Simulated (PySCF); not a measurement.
**ClH3O3Ti, SMILES `O[Ti](O)(O)Cl`: what the electrons do**

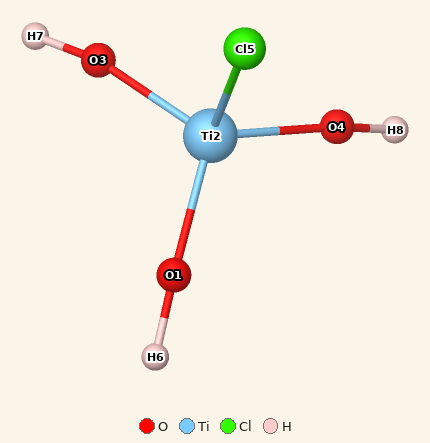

The molecule, with its atoms numbered as below. No frequency check shows the geometry to be a minimum.

Coordinates in Å:

```
O1      -0.7951    1.5689    0.4683
Ti2     -0.3465   -0.0002    0.0003
O3      -0.7916   -0.3775   -1.5944
O4      -0.7967   -1.1907    1.1226
Cl5      1.7980   -0.0001    0.0016
H6      -1.2932    2.3380    0.7474
H7      -1.2879   -0.5195   -2.4013
H8      -1.2955   -1.8176    1.6477
```

Part 1: Bonding charge

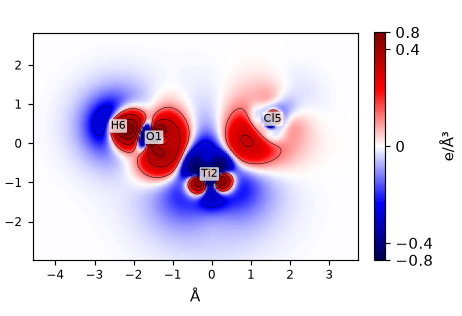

Deformation density (molecule less spherical, spin-averaged free atoms) in the plane of O1, Ti2, Cl5 and H6; colour scale in e/Å³, logarithmic beyond ±0.1; red: gain, blue: loss.

PySCF calculation, PBE0/def2-TZVP, gas phase; geometry: GFN2-xTB. This is a single-reference result, which may miss multireference character in this system.

Describe the bonding that the map shows.

Answer. O1–H6: +0.78 e/Å³ at the bond critical point (bond length 0.96 Å, Mayer order 0.9). Ti2–Cl5: +0.15 e/Å³ at the bond critical point (bond length 2.14 Å, Mayer order 1.0). O1–Ti2: +0.09 e/Å³ at the bond critical point (bond length 1.70 Å, Mayer order 1.0); up to 0.6 Å beside the axis the gain reaches +0.31 e/Å³. In all, 2.0 electrons gather in the regions of gain relative to the promolecule. A small or negative value marks a very polar bond, one between electron-rich atoms, whose free-atom densities already overlap strongly, a long bond to a heavier atom, or a closed-shell contact such as a hydrogen bond.

Where do the Hirshfeld charges lie?

Answer. The highest Hirshfeld charge is on Ti2 (+0.62 e), the lowest on O1, O3 and O4 (−0.33 e).

Part 2: Bond critical points

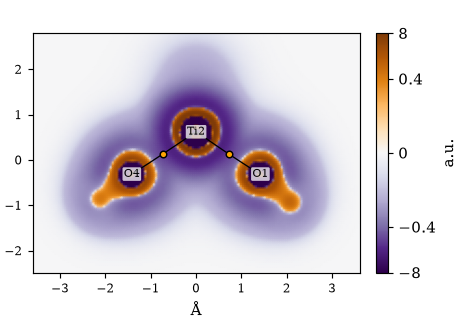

Negative Laplacian of the density (−∇²ρ) in the plane of O1, Ti2 and O4 (orange positive, purple negative, colour scale in a.u., logarithmic beyond ±0.04), with bond paths and bond critical points (dots).

Sort the bonds in the plane by the sign of ∇²ρ at their critical points.

Answer. At none is it concentrated. Depleted (∇²ρ > 0): Ti2–O4 and O1–Ti2 (+1.01 a.u., H = −0.067). A positive Laplacian with negative H is typical of metal–ligand bonds.

Part 3: Local ionisation energy

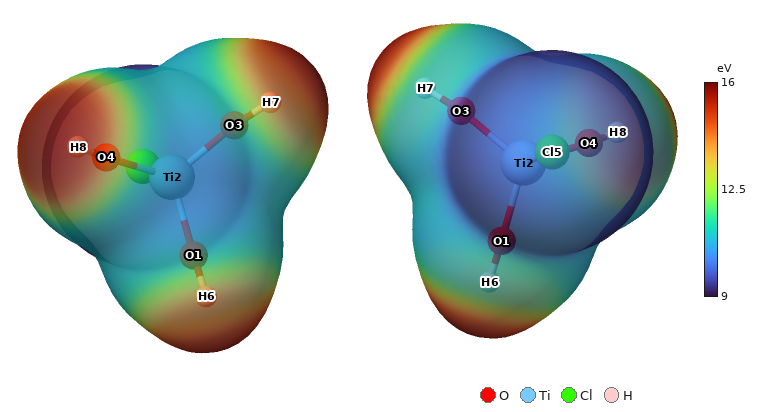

Average local ionisation energy on the surface of electron density 0.001 a.u. (back view left, front view right).

Where are the most loosely bound electrons on this surface?

Answer. The lowest value is 9.3 eV, 2.1 Å from Cl5, and at like points elsewhere. Further minima include 10.5 eV, off the O1–Ti2 bond (2.1 to 2.2 Å from its atoms). For comparison, the highest occupied orbital lies at −8.3 eV.

What volume does the surface enclose, and what is the dipole moment?

Answer. About 116 Å³; the dipole moment is 4.7 D.

Part 4: In an electric field

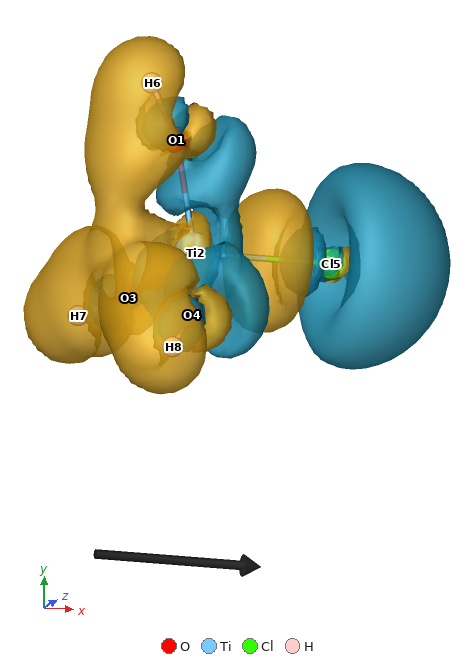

Change of the electron density in a uniform field of 0.21 V/Å along +x (arrow), surfaces at ±0.001 e/Å³ (yellow: gain, teal: loss).

Method: PBE0/def2-TZVP; geometry: GFN2-xTB; program: PySCF. This is a single-reference result, which may miss multireference character in this system. A basis without diffuse functions makes polarisabilities too small.

How large is the response?

Answer. The induced dipole is 0.62 D (along the field); α along this axis, from the fields in both directions, is 61 bohr³ (9.0 Å³).

Which atoms gain and lose the most charge?

Answer. Electrons gather most on Ti2 (Hirshfeld charge changes by −0.005 e) and leave Cl5 most (+0.025 e); 0.050 electrons are displaced in all.
